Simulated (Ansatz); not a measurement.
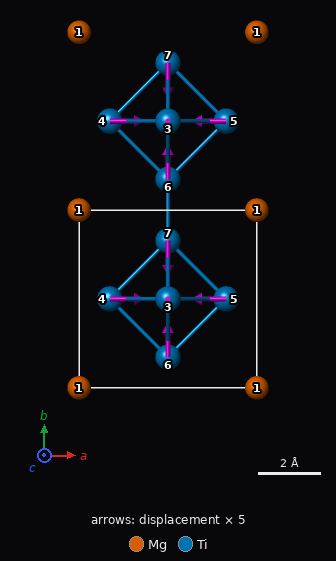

This is a relaxation of a crystal of MgTi6 (a generated structure, set up in Pm-3m). The starting structure is drawn; purple arrows show the displacements (the part carried along by the change of the cell is left out), magnified 5 times.

A ball-and-stick model of the cell of the calculation, repeated 1 × 2 × 1 with one cell outlined, seen along the c axis.

These are results of DFT PBE, scalar-relativistic, plane waves, PAW (Ansatz), not measurements.

Input file:
```yaml
crystal:
  lattice:
    - [5.7985009396, 0.0, 0.0]
    - [0.0, 5.7985009396, 0.0]
    - [0.0, 0.0, 5.7985009396]
  atoms:
    - { symbol: Mg, position: [0.0, 0.0, 0.0] }
    - { symbol: Ti, position: [0.5, 0.5, 0.17264267] }
    - { symbol: Ti, position: [0.5, 0.5, 0.82735733] }
    - { symbol: Ti, position: [0.17264267, 0.5, 0.5] }
    - { symbol: Ti, position: [0.82735733, 0.5, 0.5] }
    - { symbol: Ti, position: [0.5, 0.17264267, 0.5] }
    - { symbol: Ti, position: [0.5, 0.82735733, 0.5] }
basis:
  ecutwfc: 420
kpoints:
  mp_grid: { grid: [8, 8, 8] }
hamiltonian:
  xc: pbe
scf:
  occupations: { method: gaussian, width: 0.1 }
output:
  forces: true
  stress: true
  eigenvalues: true
relax:
  adjacent_minimum: "off"
  f_tol: 0.01
  max_steps: 80
  cell: { stress_tol: 0.05 }
```

Launched with:
```bash
ansatz run input.yaml --threads 1 --pin off --max-ram 2048MiB --backend cpu --events-out ev --progress --plain --runs-dir out
```

**What did the optimiser do to the structure, and how much energy did it gain?**

After 12 accepted moves (16 points after the start) the energy has fallen by 0.546 eV per cell of the calculation. The largest force component goes from 0.071 to 0.0005 eV/Å. The pressure goes from 0.06 to 0.01 GPa. The line search rejected the trial steps at points 4, 11 of the run. The SCF was repeated twice at an unchanged geometry on a basis and grid sized afresh for the cell, which shifted the energy by 14.1 meV per cell of the calculation at most. The largest moves relative to the cell, 0.23 Å, are those of Ti2, Ti3, Ti4, Ti5, Ti6 and Ti7. Ti3 goes along −c. Mg stays in place. The volume changes by +24.3 %, with a = b = c 5.799 → 6.235 Å (+7.5 %). Some distances before and after: Ti2–Ti3 2.002 → 2.612 Å, Ti2–Ti4 2.684 → 2.562 Å. The space group stays Pm-3m (No. 221). Cost: 7.7 min on 1 thread of Arm Neoverse V1 (shared host), peak memory 0.65 GiB.
